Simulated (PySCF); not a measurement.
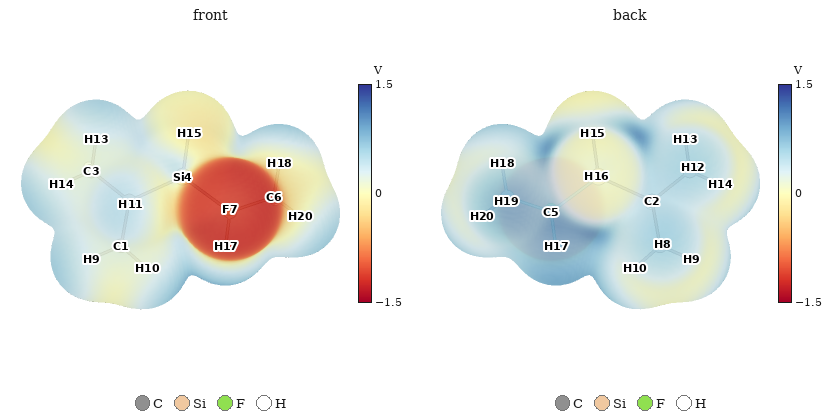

Figure. C$_{5}$H$_{13}$FSi. The molecular electrostatic potential painted on the density surface at 0.002 e/bohr³, seen from the front and from behind; red is negative and blue positive.

Geometry: GFN2-xTB.

These are results of PySCF, PBE0/pcSseg-1, SCF density, gas phase, non-relativistic, not measurements.

Input file:

```
{"job": {"kind": "nmr", "xc": "PBE0", "basis": "pcSseg-1"}, "charge": 0, "multiplicity": 1}
C     -1.812404    -1.071860     0.036364
C     -1.320837     0.370730    -0.085978
C     -2.254920     1.161448    -0.998193
Si     0.477238     0.462387    -0.716535
C      1.655140    -0.359203     0.563757
C      3.100413    -0.431480     0.107203
F      1.597351     0.400587     1.733669
H     -1.788866    -1.569780    -0.931241
H     -2.838672    -1.093074     0.400963
H     -1.196590    -1.639404     0.730352
H     -1.366475     0.823886     0.910678
H     -2.253649     0.741461    -2.001767
H     -1.945130     2.201184    -1.065623
H     -3.275695     1.132517    -0.619562
H      0.905020     1.855905    -0.868795
H      0.630517    -0.267883    -1.981800
H      1.316761    -1.357574     0.865170
H      3.462502     0.558526    -0.157614
H      3.170312    -1.076068    -0.763917
H      3.732835    -0.831627     0.897822
```

Run with:

```sh
OMP_NUM_THREADS=1 python probes_run.py task.json out
```

> Describe the electrostatic potential map.

The most negative region (about −1.2 V) lies over F7, the most positive (about +0.9 V) over Si4 and C5.

> What dipole moment does the calculation give?

Its dipole moment is 1.53 D.
